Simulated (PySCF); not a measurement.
# CH₃Cl₃Ge, SMILES `C[Ge](Cl)(Cl)Cl`: electronic structure

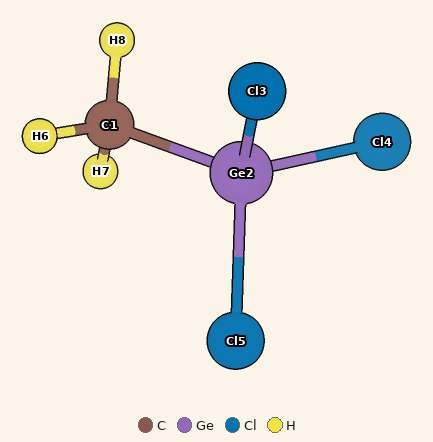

The molecule, with its atoms numbered as below. No frequency check shows the geometry to be a minimum.

Cartesian coordinates (Å):

```
C1       0.0038    0.0000    2.2180
Ge2      0.0000   -0.0000    0.2158
Cl3     -0.1985    1.9780   -0.5479
Cl4     -1.6146   -1.1604   -0.5468
Cl5      1.8114   -0.8175   -0.5495
H6       0.7891    0.6533    2.5789
H7       0.1741   -1.0084    2.5794
H8      -0.9575    0.3551    2.5803
```

### 1. Bonding charge

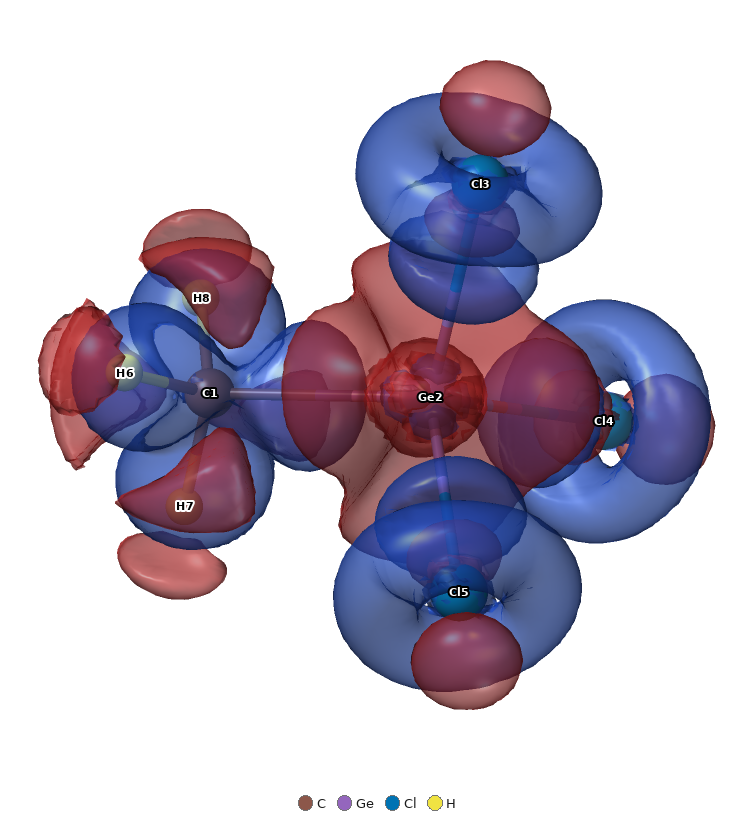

Deformation density (molecule less spherical, spin-averaged free atoms at the same positions), surfaces at ±0.04 e/Å³; blue: gain, red: loss.

Computed with PySCF, B3LYP/def2-SVPD, geometry: GFN2-xTB.

> Describe the bonding that the map shows.

C1–H6 and C1–H7: +0.68 e/Å³ at the bond critical point (bond length 1.08 Å). C1–H8: +0.68 e/Å³ at the bond critical point (bond length 1.09 Å). C1–Ge2: +0.20 e/Å³ at the bond critical point (bond length 2.00 Å). Ge2–Cl4, Ge2–Cl3 and Ge2–Cl5: +0.06 e/Å³ at the bond critical point (bond length 2.13 Å). In all, 1.7 electrons gather in the regions of gain relative to the promolecule. A small or negative value marks a very polar bond, one between electron-rich atoms, whose free-atom densities already overlap strongly, a long bond to a heavier atom, or a closed-shell contact such as a hydrogen bond.

> Where do the Hirshfeld charges lie?

The highest Hirshfeld charge is on Ge2 (+0.43 e), the lowest on C1 (−0.16 e).

### 2. Bond critical points

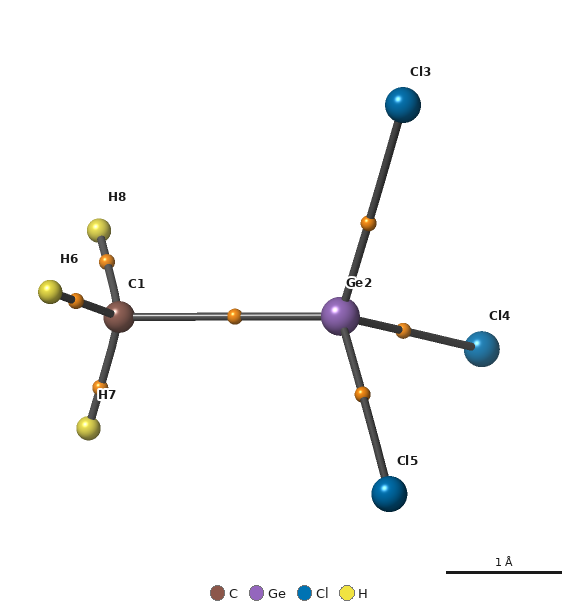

Molecular graph of the electron density (QTAIM): bond paths, bond critical points (orange), ring points (yellow, if any); weak paths are dashed.

> How many critical points of each kind are there, and does the count close?

8 nuclei, 7 bond, 0 ring and 0 cage critical points: 8 − 7 + 0 − 0 = 1, as the Poincaré–Hopf relation requires.

> What does the calculation give at each kind of bond critical point?

| bond | length (Å) | ρ (a.u.) | ∇²ρ (a.u.) | ε | H (a.u.) |
| --- | --- | --- | --- | --- | --- |
| C1–H6 (2 alike) | 1.083 | 0.278 | −1.04 | 0.01 | −0.304 |
| C1–H8 | 1.087 | 0.276 | −1.03 | 0.01 | −0.300 |
| C1–Ge2 | 2.002 | 0.122 | −0.03 | 0.00 | −0.072 |
| Ge2–Cl4 (3 alike) | 2.130 | 0.105 | +0.15 | 0.01 | −0.046 |

> What kind of interaction is C1–Ge2?

Shared-shell (covalent): ρ = 0.122, ∇²ρ = −0.03, H = −0.072 a.u.

### 3. Local ionisation energy

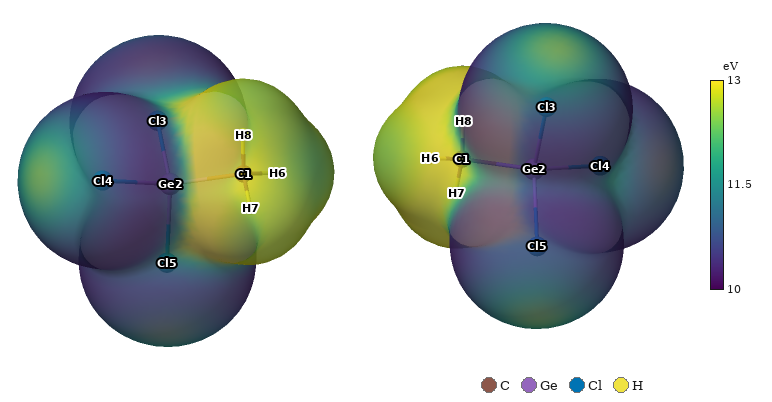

Average local ionisation energy on the surface of electron density 0.001 a.u. (back view left, front view right).

> Where are the most loosely bound electrons on this surface?

The lowest value is 10.3 eV, 2.1 Å from Cl5, and at like points elsewhere. Further minima include 10.3 eV, 2.1 Å from Cl4. For comparison, the highest occupied orbital lies at −9.0 eV.

> What volume does the surface enclose, and what is the dipole moment?

About 148 Å³; the dipole moment is 2.5 D.

### 4. In an electric field

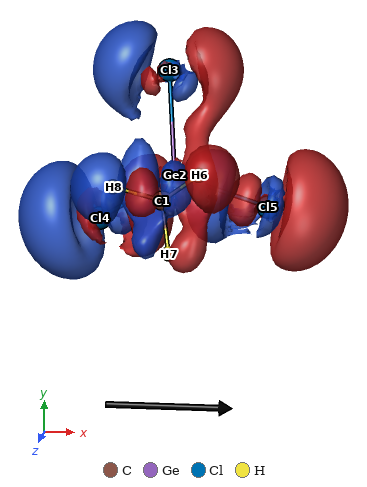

Change of the electron density in a uniform field of 0.21 V/Å along +x (arrow), surfaces at ±0.0015 e/Å³ (blue: gain, red: loss).

Method: B3LYP/def2-SVPD; geometry: GFN2-xTB; program: PySCF.

> How large is the response?

The induced dipole is 0.86 D (along the field); α along this axis, from the fields in both directions, is 85 bohr³ (12.6 Å³).

> Which atoms gain and lose the most charge?

Electrons gather most on Cl4 (Hirshfeld charge changes by −0.020 e) and leave Cl5 most (+0.022 e); 0.070 electrons are displaced in all.

The PySCF runs shown took 26 s and 60 s on 1 thread of Arm Neoverse V2, on a shared host.
